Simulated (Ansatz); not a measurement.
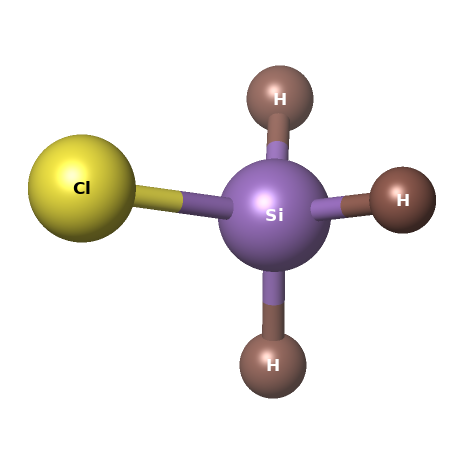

Ball-and-stick drawing of a structure.

Give the formula.

Answer. ClH3Si, 5 atoms: 1 chlorine, 3 hydrogen and 1 silicon.

How many bonds of each kind are drawn?

Answer. 3 Si–H, 1 Cl–Si. Sticks follow a distance rule.

Give the symmetry (Schoenflies symbol).

Answer. C3v.

How many sets of symmetry-equivalent atoms are there?

Answer. 3: 1 Cl, 1 Si, 3 H.

More results for the same structure follow; atom numbers are the same in all pictures, views and colours differ. The computed structure is the end point of a PBE0-D4/def2-TZVP optimisation.

Electronic properties

Method: RKS PBE0-D4/def2-TZVP (Ansatz 0.2.0).

Predict the main results.

- dipole moment: 1.26 D
- harmonic zero-point energy: 68.6 kJ/mol

Thermal motion

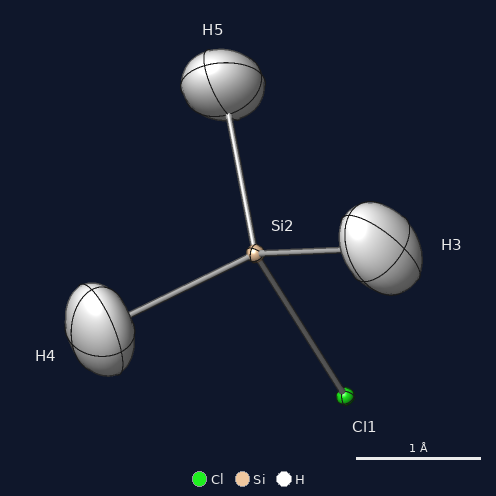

Displacement ellipsoids at the 50 % level, enlarged 2 times, from the internal vibrations of the free molecule (harmonic, no overall translation or rotation; no half-axis is drawn under 0.075 Å). Vibrations computed with RKS PBE0-D4/def2-TZVP (Ansatz 0.2.0). Temperature: 200 K.

Give the displacement parameters, one line for each set of equivalent atoms.

```
      atom  U_eq (Å²)   rms amplitudes (Å)
       Cl1    0.00015  0.004, 0.004, 0.020
       Si2    0.00027  0.010, 0.010, 0.025
H3, H4, H5     0.0133  0.085, 0.106, 0.147
```

Charges

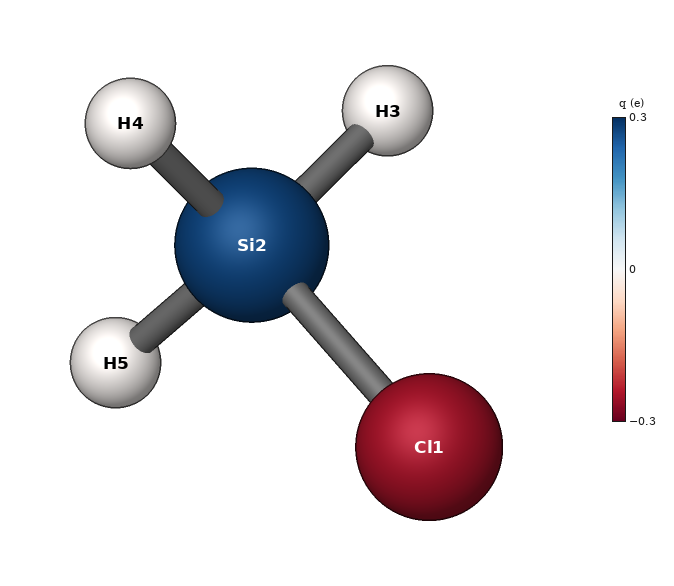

Atoms are coloured by their Mulliken charges. Method: RKS PBE0-D4/def2-TZVP (Ansatz 0.2.0).

List the Mulliken charges.

```csv
atom,value (e)
Cl1,−0.25
Si2,0.28
H3,−0.01
H4,−0.01
H5,−0.01
```

Mulliken values depend strongly on the basis set and can even reverse the polarity of a bond.
